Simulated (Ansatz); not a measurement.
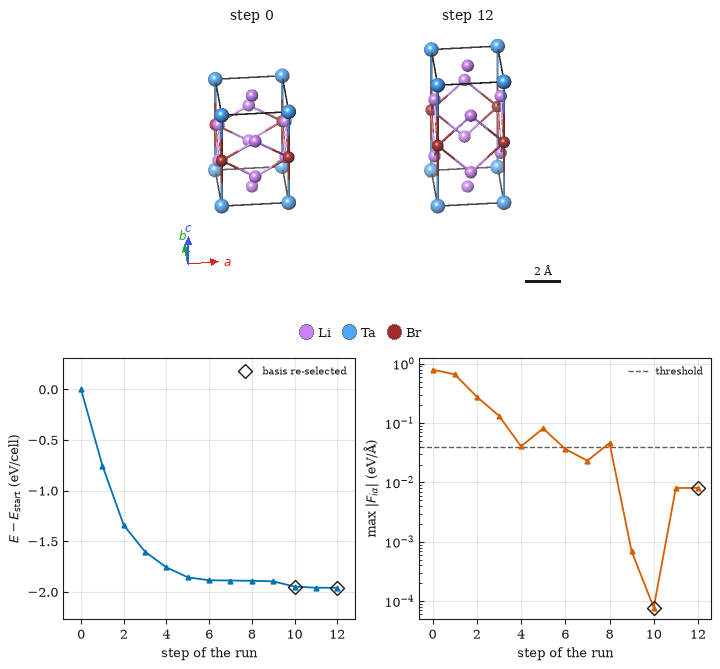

First and last geometry of a relaxation of solid Li5TaBr (a generated structure, set up in P4/mmm) (coarse preliminary run), with the history of the run. A ball-and-stick model of the cell of the calculation, seen from a free direction.

The calculation used Ansatz, DFT PBE, scalar-relativistic, plane waves, PAW.

Input file:
```yaml
crystal:
  lattice:
    - [3.95436232, 0.0, 0.0]
    - [0.0, 3.95436232, 0.0]
    - [0.0, 0.0, 6.32951957]
  atoms:
    - { symbol: Li, position: [0.0, 0.5, 0.30543381] }
    - { symbol: Li, position: [0.0, 0.5, 0.69456619] }
    - { symbol: Li, position: [0.5, 0.0, 0.30543381] }
    - { symbol: Li, position: [0.5, 0.0, 0.69456619] }
    - { symbol: Li, position: [0.5, 0.5, 0.0] }
    - { symbol: Ta, position: [0.0, 0.0, 0.0], spin: 1.0 }
    - { symbol: Br, position: [0.0, 0.0, 0.5] }
basis:
  ecutwfc: 420
kpoints:
  mp_grid: { grid: [4, 4, 4] }
hamiltonian:
  xc: pbe
scf:
  occupations: { method: gaussian, width: 0.1 }
  lower_state_search: "off"
output:
  forces: true
  stress: true
  eigenvalues: true
  populations: true
magnetization:
  spin_polarized: true
relax:
  adjacent_minimum: "off"
  f_tol: 0.04
  max_steps: 70
  cell: { stress_tol: 0.4 }
```

Command:
```bash
ansatz run input.yaml --threads 1 --pin off --max-ram 2048MiB --backend cpu --events-out ev --progress --plain --runs-dir out
```

> Read the history and describe the run.

It converged. The largest moves relative to the cell, 0.33 Å, are those of Li1, Li2, Li3 and Li4. Li2 goes along +c. Ta and Br stay in place. The drawn cell changes as follows: a = b 3.954 → 3.914 Å (−1.0 %), c 6.330 → 8.425 Å (+33.1 %); the volume changes by +30.4 %. Among the contacts that change: Li1–Li2 2.463 → 3.947 Å, Ta6–Br7 3.165 → 4.212 Å, Li1–Br7 2.329 → 2.779 Å, Li1–Ta6 2.765 → 2.973 Å. Bond angles that change, for instance: Br7–Li1–Br7 116.2° → 89.5°. The space group stays P4/mmm (No. 123). The energy falls by 1.957 eV per cell of the calculation in 10 accepted moves (12 points after the start). The largest force component goes from 0.8 to 0.0081 eV/Å. Pressure: 12.72 GPa at the start and 0.24 GPa at the end. The SCF was repeated twice at an unchanged geometry on a basis and grid sized afresh for the cell, which shifted the energy by 52.4 meV per cell of the calculation at most. The run took 100 s on 1 thread of Arm Neoverse V2, on a shared host, peak memory 0.45 GiB.

Limits of the set-up: the k-point mesh is coarse for a cell with partly filled bands.
